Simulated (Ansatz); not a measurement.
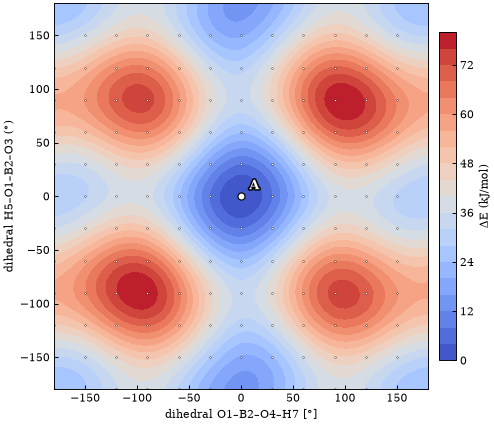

BH₃O₃, SMILES OB(O)O. 
- First axis: dihedral O1–B2–O4–H7. Second axis: dihedral H5–O1–B2–O3.
- Nothing is relaxed (all other coordinates rigid).
- Grid: 12 × 12 points; 125 points were computed and 19 follow by symmetry.
- Points are written as (first, second).
- Energies are in kJ/mol, from the lowest grid point.
- Theory: Ansatz 0.2.0, RKS PBE0-D4/def2-TZVP.

Drawn: filled contours, dots at the grid points, the point A. Between grid points the surface is interpolated.

### Find the lowest pass out of the well at A.

The easiest path leads from the well at (0°, 0°) to the well at (0°, −180°), about 14 kJ/mol higher. Its highest point lies about 35 kJ/mol above the bottom of the first well on the interpolated surface, at (0°, −90°). Seen from the upper well the barrier is about 20 kJ/mol. This is the barrier on the constrained surface; relaxing the other coordinates would change it.

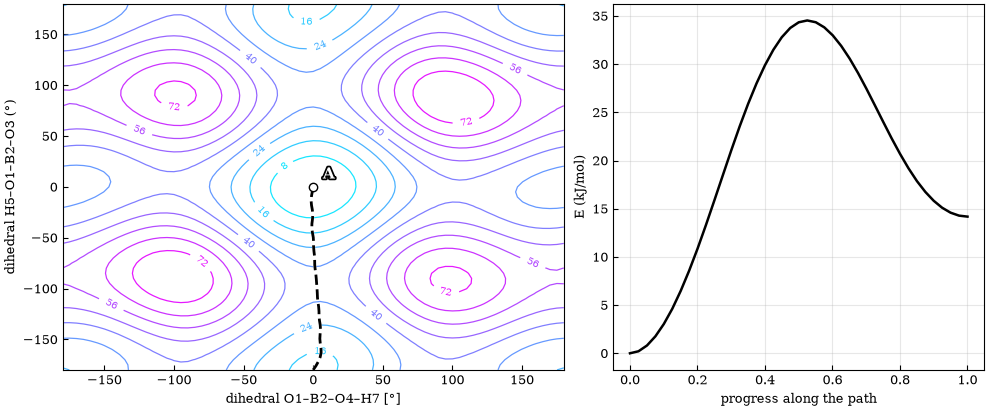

The picture shows contour lines labelled in kJ/mol, a line along the lowest path, the energy along the path at the right. Between grid points the surface is interpolated.
